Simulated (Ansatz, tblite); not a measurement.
# [Al(OMe)H3]- (CH₆AlO−): spin-state energies by level

Is the singlet the ground state of [Al(OMe)H3]- (CH₆AlO−)? Other spin states are computed and compared level by level.

The runs use Ansatz 0.2.0, Gaussian basis; as each input shows.

The runs, in order: triplet, at the geometry of the singlet (GFN1-xTB, GFN2-xTB, PBE0-D4/def2-TZVPD, PBE-D4/def2-TZVPD, r2SCAN-D4/def2-TZVPD); the singlet's energies come from earlier runs.

1 further run of the same task is left out (it didn't finish). Runs told in other sessions of the task aren't counted.

### Step 1. The structure

The singlet was relaxed beforehand with r2SCAN-D4/def2-TZVPD.

9 atoms, charge -1, spin multiplicity 1.

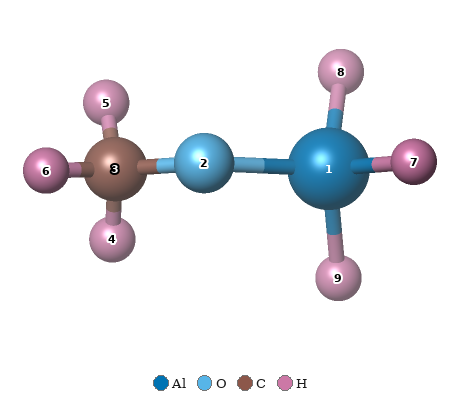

The structure; colours as in the key; atoms are numbered from 1 in the order of the file.

As a file:

```csv
atom,x (Å),y (Å),z (Å)
Al1,-0.2380,0.5504,-1.2350
O2,0.8643,-0.0004,0.0552
C3,0.3731,-0.5433,1.2298
H4,-0.2951,-1.4101,1.0584
H5,-0.2081,0.1840,1.8310
H6,1.1989,-0.8989,1.8713
H7,0.6897,1.0962,-2.4652
H8,-1.2090,1.7419,-0.6421
H9,-1.1757,-0.7199,-1.7034
```

The ion is computed in the gas phase, without counter-ions or solvent.

### Step 2. Triplet at the fixed geometry, GFN1-xTB

Tight binding, by tblite at 300 K electronic temperature and without a spin-polarisation term:

```python
tblite.interface.Calculator('GFN1-xTB', numbers, positions, charge=-1, uhf=2).singlepoint()
```

Energy -308.2424 eV; 0.005 s.

### Step 3. Triplet at the fixed geometry, GFN2-xTB

Tight binding, by tblite at 300 K electronic temperature and without a spin-polarisation term:

```python
tblite.interface.Calculator('GFN2-xTB', numbers, positions, charge=-1, uhf=2).singlepoint()
```

Energy -281.3253 eV; 0.005 s.

### Step 4. Triplet at the fixed geometry, PBE0-D4/def2-TZVPD

Contents of in.yaml:

```yaml
crystal:
  periodic: [false, false, false]
  atoms:
    - {symbol: Al, position_ang: [-0.238044, 0.550361, -1.235017]}
    - {symbol: O, position_ang: [0.864283, -0.000353, 0.055241]}
    - {symbol: C, position_ang: [0.373133, -0.543326, 1.229763]}
    - {symbol: H, position_ang: [-0.295078, -1.410066, 1.058359]}
    - {symbol: H, position_ang: [-0.208116, 0.184013, 1.831008]}
    - {symbol: H, position_ang: [1.198855, -0.898889, 1.871265]}
    - {symbol: H, position_ang: [0.689701, 1.096217, -2.465196]}
    - {symbol: H, position_ang: [-1.209003, 1.741906, -0.642051]}
    - {symbol: H, position_ang: [-1.175731, -0.719852, -1.703381]}
basis:
  gaussian: {orbitals: def2-TZVPD}
total_charge: -1
magnetization: {spin_polarized: true, initial_magnetization: 2}
hamiltonian: {xc: pbe0, dispersion: d4}
scf: {omitted_lower_state_checks: [starts]}
output: {orbitals: {seedname: orbitals}}
```

Command:

```
ansatz run in.yaml --threads 4 --pin off --events-out ev --progress --plain --max-ram 3916MiB
```

The log of the run:

```text
Functional definition: PBE0
  name "PBE0"
  cite "Adamo & Barone, J. Chem. Phys. 110, 6158 (1999) doi:10.1063/1.478522"
  cite "Perdew, Burke & Ernzerhof, Phys. Rev. Lett. 77, 3865 (1996) doi:10.1103/PhysRevLett.77.3865"
  parent pbe
  parameter a = 0.25
  parameter kappa = 0.804
  parameter beta = 0.06672455060314922
  exchange = (1 - a)*pbe_x(kappa = kappa, mu = beta*pi^2/3) + a*exact_x
  correlation = pbe_c(beta = beta)
these checks for a lower state are left out or cut short: starts
958 factors; their error is unknown
mean field evaluation 1: about -9765.8210 eV, gradient 2.4e1 eV
mean field evaluation 2: about -9755.9897 eV, gradient 5.4e1 eV
mean field evaluation 4: about -9770.0599 eV, gradient 4.2e0 eV
mean field evaluation 8: about -9770.2572 eV, gradient 2.7e-1 eV
mean field evaluation 16: about -9770.2723 eV, gradient 3.7e-2 eV
mean field evaluation 32: about -9770.2724 eV, gradient 2.0e-4 eV
mean field -9770.27243053 eV, -359.0508892934 hartree, gradient 1.0e-5 eV, S^2 2.011708; 0 other end points of the search recorded, 0 dependent functions left out
reference -9770.27246425 eV, -359.0508905326 hartree; 18, 16 occupied and 156, 158 virtual orbitals, 958 factors
Total energy: -9770.41060408 eV, -359.0559670776 hartree
Checks for a lower state left out: starts
```

Wall time 9.5 s (4 threads of Arm Neoverse V1, shared host).

HOMO 1.91 eV, LUMO -2.18 eV (over both spins; with the spin held, an empty level of the minority spin lies below the top filled one); ⟨S²⟩ 2.012 (pure: 2.00). Doubts: highest occupied level lies above zero.

### Step 5. Triplet at the fixed geometry, PBE-D4/def2-TZVPD

start.molden holds the orbitals of an earlier run on this state, given as this run's starting guess.

Edit in.yaml of step 4 so:

```diff
@@ -13,6 +13,6 @@
 basis:
-  gaussian: {orbitals: def2-TZVPD}
+  gaussian: {orbitals: def2-TZVPD, initial_orbitals: start.molden}
 total_charge: -1
 magnetization: {spin_polarized: true, initial_magnetization: 2}
-hamiltonian: {xc: pbe0, dispersion: d4}
+hamiltonian: {xc: pbe, dispersion: d4}
 scf: {omitted_lower_state_checks: [starts]}
```

Launched as before.

The log of the run:

```text
Functional definition: PBE
  name "PBE"
  cite "Perdew, Burke & Ernzerhof, Phys. Rev. Lett. 77, 3865 (1996) doi:10.1103/PhysRevLett.77.3865"
  parent pbe
  parameter kappa = 0.804
  parameter beta = 0.06672455060314922
  exchange = pbe_x(kappa = kappa, mu = beta*pi^2/3)
  correlation = pbe_c(beta = beta)
these checks for a lower state are left out or cut short: starts
928 factors; their error is unknown
mean field evaluation 1: about -9769.7402 eV, gradient 6.4e0 eV
mean field evaluation 2: about -9769.8445 eV, gradient 1.9e-1 eV
mean field evaluation 4: about -9769.8214 eV, gradient 6.6e-2 eV
mean field evaluation 8: about -9769.8217 eV, gradient 2.7e-3 eV
mean field evaluation 16: about -9769.8217 eV, gradient 4.2e-5 eV
mean field -9769.82169233 eV, -359.0343249703 hartree, gradient 8.5e-6 eV, S^2 2.004677; 0 other end points of the search recorded, 0 dependent functions left out
reference -9769.82173797 eV, -359.0343266473 hartree; 18, 16 occupied and 156, 158 virtual orbitals, 928 factors
Total energy: -9769.98641953 eV, -359.0403785830 hartree
Checks for a lower state left out: starts
```

Run time: 8 s. Hardware: 4 threads of Arm Neoverse V1, shared host.

Report: HOMO 2.16 eV, LUMO -2.84 eV (over both spins; with the spin held, an empty level of the minority spin lies below the top filled one); ⟨S²⟩ 2.005 (pure: 2.00). Doubts: highest occupied level lies above zero.

### Step 6. Triplet at the fixed geometry, r2SCAN-D4/def2-TZVPD

Edit in.yaml of step 5 so:

```diff
@@ -16,3 +16,3 @@
 magnetization: {spin_polarized: true, initial_magnetization: 2}
-hamiltonian: {xc: pbe, dispersion: d4}
+hamiltonian: {xc: r2scan, dispersion: d4}
 scf: {omitted_lower_state_checks: [starts]}
```

Launched as before.

The log of the run:

```text
Functional definition: r2SCAN
  name "r2SCAN"
  cite "Furness, Kaplan, Ning, Perdew & Sun, J. Phys. Chem. Lett. 11, 8208 (2020) doi:10.1021/acs.jpclett.0c02405"
  cite "Furness, Kaplan, Ning, Perdew & Sun, J. Phys. Chem. Lett. 11, 9248 (2020) doi:10.1021/acs.jpclett.0c03077"
  parent r2scan
  parameter k0 = 0.174
  parameter k1 = 0.065
  parameter a1 = 4.9479
  exchange = r2scan_x(k0 = k0, k1 = k1, a1 = a1)
  correlation = r2scan_c
these checks for a lower state are left out or cut short: starts
928 factors; their error is unknown
mean field evaluation 1: about -9774.7910 eV, gradient 3.8e0 eV
mean field evaluation 2: about -9774.8280 eV, gradient 7.2e-2 eV
mean field evaluation 4: about -9774.8016 eV, gradient 4.8e-3 eV
mean field evaluation 8: about -9774.8016 eV, gradient 1.6e-5 eV
mean field evaluation 16: about -9774.8016 eV, gradient 2.3e-5 eV
mean field -9774.80159028 eV, -359.2173328444 hartree, gradient 4.5e-6 eV, S^2 2.010713; 0 other end points of the search recorded, 0 dependent functions left out
reference -9774.80161837 eV, -359.2173338767 hartree; 18, 16 occupied and 156, 158 virtual orbitals, 928 factors
Total energy: -9774.84297145 eV, -359.2188535743 hartree
Checks for a lower state left out: starts
```

Wall time 14 s (4 threads of Arm Neoverse V1, shared host).

HOMO 2.25 eV, LUMO -2.80 eV (over both spins; with the spin held, an empty level of the minority spin lies below the top filled one); ⟨S²⟩ 2.011 (pure: 2.00). Doubts: highest occupied level lies above zero.

### Step 7. Triplet less singlet, vertical

The singlet's energies are those of its earlier runs, whose logs aren't repeated here.

```csv
level,"triplet less singlet, vertical (kcal/mol)",time
GFN1-xTB,+177.7,0.009 s
GFN2-xTB,+174.4,0.008 s
PBE-D4/def2-TZVPD,+104.0,9.6 s
r2SCAN-D4/def2-TZVPD,+110.5,17 s
PBE0-D4/def2-TZVPD,+114.6,11 s
```

Times add the two runs; a level without a time comes out of a correlated run. Tight binding without a spin term can't rank spin states.

### Step 8. Results

```
                                                 quantity                                         value
triplet less singlet, vertical, functionals in def2-TZVPD  +104.0 (PBE-D4) to +114.6 kcal/mol (PBE0-D4)
```

What this shows: All functionals put the triplet above the singlet, over a spread of 10.6 kcal/mol. The checks for a lower triplet were left out, so another state of that spin may lie lower. These are electronic energies, without zero-point motion, entropy or surroundings.

The anion's highest level is positive in at least one run, so there the basis alone may hold the extra electron.
